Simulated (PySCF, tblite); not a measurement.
# C3H8N2: open-shell or spin-flip excitations

Wanted: open-shell or spin-flip excitations for C3H8N2 (`CC(C)=NN`).

Computed with tblite 0.8.0 and PySCF 2.14.0 and routines of our own; the level stands in each step. Atoms count from 0.

### Step 1. The system as given

13 atoms, charge 0, multiplicity 1; geometry from: force field or distance geometry start.

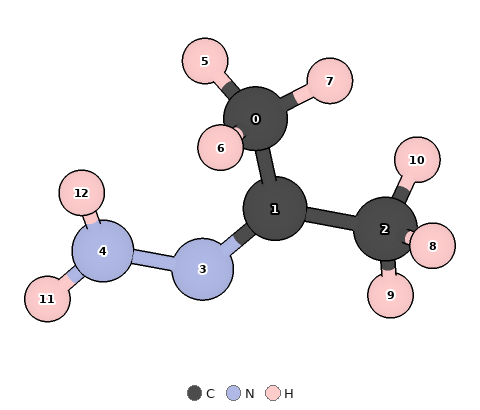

The starting geometry (carbon dark grey, nitrogen light blue, hydrogen pink).

### Step 2. Geometry optimisation with GFN2-xTB, one coordinate held

Job settings and geometry (Å):

```
{"job": {"kind": "relax", "xc": "GFN2-xTB", "basis": "xTB"}, "charge": 0, "multiplicity": 1}
C     -0.227700    -0.862000     0.918200
C     -0.156100     0.251100    -0.113200
C     -1.269400     1.244100    -0.128200
N      0.817400     0.404900    -0.965400
N      1.832200    -0.490500    -0.937400
H     -0.259000    -1.829300     0.411400
H      0.624700    -0.803900     1.588100
H     -1.142900    -0.754400     1.517000
H     -1.338800     1.742200     0.840900
H     -1.115800     1.998200    -0.903600
H     -2.221600     0.725500    -0.335600
H      2.577500    -0.355800    -1.618800
H      1.875000    -1.269700    -0.291100
```

Launch:

```bash
$ OMP_NUM_THREADS=1 python excited_run.py task.json out
```

One launch serves the whole session: the jobs run in the order shown.

What it wrote:

```text
step      E/eV     max force
  0    -443.48124    2.011
  1    -443.51974    1.503
  2    -443.53996    0.209
  3    -443.54301    0.160
  4    -443.54538    0.143
  5    -443.54687    0.121
  6    -443.54848    0.090
  7    -443.54977    0.092
  8    -443.55090    0.111
  9    -443.55195    0.094
 10    -443.55337    0.104
 11    -443.55527    0.120
 12    -443.55729    0.128
 13    -443.55879    0.136
 14    -443.55995    0.148
 15    -443.56121    0.173
 16    -443.56271    0.210
 17    -443.56446    0.259
 18    -443.56664    0.312
 19    -443.56979    0.364
 20    -443.57448    0.381
 21    -443.58162    0.409
 22    -443.59174    0.370
 23    -443.59252    0.888
 24    -443.60712    0.329
 25    -443.61062    0.279
 26    -443.61242    0.272
 27    -443.61300    0.269
 28    -443.61329    0.263
 29    -443.61357    0.258
 30    -443.61376    0.257
 31    -443.61392    0.258
 32    -443.61401    0.259
 33    -443.61406    0.261
 34    -443.61411    0.262
 35    -443.61418    0.262
 36    -443.61428    0.261
 37    -443.61438    0.258
 38    -443.61447    0.255
 39    -443.61452    0.253
 40    -443.61456    0.252
 41    -443.61458    0.252
```

Run time: 0.53 s. Hardware: 1 thread of Arm Neoverse N1, shared host; peak memory 0.18 GiB.

One coordinate is held by a constraint (a dihedral, as typed in the start), so the force along it need not vanish.

Along the way: (not every step is listed)

| step | energy from step 0 (eV) | largest force (eV/Å) |
| --- | --- | --- |
| 0 | 0.0000 | 2.0109 |
| 1 | -0.0385 | 1.5031 |
| 2 | -0.0587 | 0.2090 |
| 3 | -0.0618 | 0.1599 |
| 4 | -0.0641 | 0.1432 |
| 5 | -0.0656 | 0.1208 |
| 6 | -0.0672 | 0.0898 |
| 7 | -0.0685 | 0.0920 |
| 8 | -0.0697 | 0.1108 |
| 10 | -0.0721 | 0.1045 |
| 12 | -0.0761 | 0.1276 |
| 14 | -0.0787 | 0.1483 |
| 16 | -0.0815 | 0.2105 |
| 18 | -0.0854 | 0.3120 |
| 20 | -0.0932 | 0.3811 |
| 22 | -0.1105 | 0.3701 |
| 24 | -0.1259 | 0.3291 |
| 26 | -0.1312 | 0.2722 |
| 28 | -0.1320 | 0.2629 |
| 30 | -0.1325 | 0.2567 |
| 32 | -0.1328 | 0.2593 |
| 34 | -0.1329 | 0.2618 |
| 36 | -0.1330 | 0.2608 |
| 37 | -0.1331 | 0.2579 |
| 38 | -0.1332 | 0.2550 |
| 39 | -0.1333 | 0.2529 |
| 40 | -0.1333 | 0.2516 |
| 41 | -0.1333 | 0.2519 |

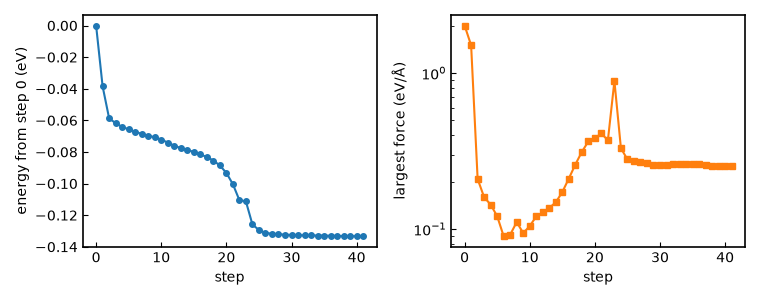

Energy and largest force along the relaxation.

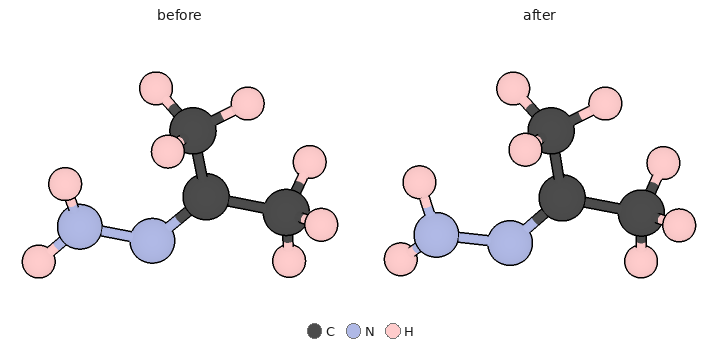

The geometry before (left) and after (right).

Close pairs (by a distance rule), those that changed most:

| bond | before (Å) | after (Å) | change (Å) |
| --- | --- | --- | --- |
| C1–N3 | 1.303 | 1.268 | -0.035 |
| C2–H10 | 1.104 | 1.090 | -0.014 |
| C0–H7 | 1.099 | 1.086 | -0.013 |
| C0–C1 | 1.519 | 1.509 | -0.010 |
| N4–H11 | 1.019 | 1.010 | -0.009 |
| C2–H9 | 1.092 | 1.086 | -0.007 |
| N3–N4 | 1.354 | 1.359 | +0.005 |
| C0–H6 | 1.086 | 1.090 | +0.004 |

The next job starts from the end point, and lists it.

### Step 3. Open-shell or spin-flip excitations: collinear spin-flip TDA BHandHLYP/def2-SVP

Job settings and geometry (Å):

```
{"job": {"kind": "uabs", "xc": "BHandHLYP", "basis": "def2-SVP", "nstates": 8, "spin_flip": true, "ref_mult": 3}, "charge": 0, "multiplicity": 1}
C     -0.246845    -0.857308     0.950111
C     -0.125502     0.252880    -0.065350
C     -1.255132     1.229350    -0.153477
N      0.864208     0.436815    -0.836067
N      1.948363    -0.382660    -0.826775
H     -0.255170    -1.832577     0.457695
H      0.601457    -0.833115     1.634268
H     -1.164092    -0.753695     1.521391
H     -1.378406     1.754533     0.793383
H     -1.056239     1.952916    -0.938100
H     -2.184773     0.704515    -0.371358
H      2.426528    -0.346032    -1.715272
H      1.821211    -1.325145    -0.468188
```

With the program's defaults for keys left out, this is: collinear spin-flip TDA BHandHLYP/def2-SVP, vertical, gas phase, core orbitals frozen in the response.

What it wrote:

```text
coarse grid: 10344 points
cycle   1  E = -228.0432745401  dE =  8.103e-01  |g| = 3.172e-01  |ddm| = 2.769e+00
cycle   2  E = -228.0513993365  dE = -8.125e-03  |g| = 3.552e-01  |ddm| = 7.971e-01
cycle   3  E = -228.1067683304  dE = -5.537e-02  |g| = 5.101e-02  |ddm| = 5.156e-01
cycle   4  E = -228.1090441343  dE = -2.276e-03  |g| = 2.933e-02  |ddm| = 1.096e-01
cycle   5  E = -228.1097745445  dE = -7.304e-04  |g| = 1.141e-02  |ddm| = 6.977e-02
cycle   6  E = -228.1100432167  dE = -2.687e-04  |g| = 6.864e-03  |ddm| = 5.303e-02
cycle   7  E = -228.1101343315  dE = -9.111e-05  |g| = 2.906e-03  |ddm| = 3.509e-02
cycle   8  E = -228.1101486736  dE = -1.434e-05  |g| = 1.179e-03  |ddm| = 1.038e-02
cycle   9  E = -228.1101523225  dE = -3.649e-06  |g| = 5.070e-04  |ddm| = 4.459e-03
final grid: 98584 points
cycle  10  E = -228.1337497497  dE = -1.786e-05  |g| = 1.967e-03  |ddm| = 1.228e-02
cycle  11  E = -228.1337513780  dE = -1.628e-06  |g| = 1.488e-03  |ddm| = 4.179e-03
cycle  12  E = -228.1337526774  dE = -1.299e-06  |g| = 3.069e-04  |ddm| = 1.663e-03
cycle  13  E = -228.1337530905  dE = -4.130e-07  |g| = 2.698e-04  |ddm| = 1.219e-03
cycle  14  E = -228.1337533930  dE = -3.025e-07  |g| = 1.905e-04  |ddm| = 1.039e-03
cycle  15  E = -228.1337538815  dE = -4.885e-07  |g| = 8.524e-05  |ddm| = 2.721e-03
cycle  16  E = -228.1337539587  dE = -7.720e-08  |g| = 3.587e-05  |ddm| = 1.212e-03
cycle  17  E = -228.1337539653  dE = -6.645e-09  |g| = 1.402e-05  |ddm| = 3.438e-04
cycle  18  E = -228.1337539659  dE = -5.570e-10  |g| = 4.019e-06  |ddm| = 9.737e-05
converged SCF energy = -228.1337539659

<S^2> of the reference = 2.0119 (exact 2.0000)

Spin-flip excitations, energies against the reference
state   eV       nm        f      <S^2>   main configurations
  1  -3.8142        -   0.00000   0.018   Ha->Lb 0.97
  2   0.9182    262.0   0.00068   2.024   H-2a->Lb 0.48, Ha->L+4b 0.30, Ha->L+9b 0.09
  3   1.6186    228.2   0.00559   1.011   H-1a->Lb 0.92
  4   2.9466    183.4   0.03125   0.972   Ha->L+1b 0.95
  5   3.4392    170.9   0.53741   0.207   H-2a->Lb 0.43, Ha->L+4b 0.35
  6   4.0226    158.2   0.00377   1.017   Ha->L+2b 0.94
  7   4.6013    147.3   0.00367   1.023   Ha->L+3b 0.92
  8   5.3737    134.9   0.01496   1.024   Ha->L+5b 0.79, Ha->L+6b 0.12
```

Run time: 13 s. Hardware: 1 thread of Arm Neoverse N1, shared host; peak memory 0.51 GiB.

The ⟨S²⟩ below is that of the reference state, of multiplicity 3.

From this job:

| quantity | value |
| --- | --- |
| low spin less high spin | -4.732 eV |
| ⟨S²⟩ | 2.012 |

Löwdin spin populations of the reference state:

C0 -0.02; C1 0.85; C2 -0.03; N3 0.71; N4 0.31; H5 0.04; H6 0.04; H7 0.00; H8 0.04; H9 0.00; H10 0.04; H11 0.01; H12 0.01

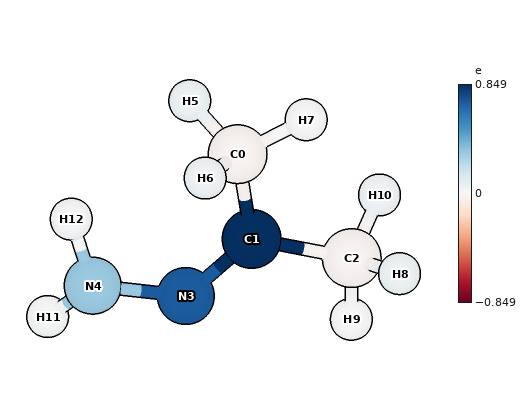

Löwdin spin populations of the reference state, as colours on the atoms.

### Step 4. Results

| quantity | value |
| --- | --- |
| low spin less high spin (step 3, collinear spin-flip TDA BHandHLYP/def2-SVP) | -4.732 eV |

**Reading.** The values above hold for this geometry and these levels alone.
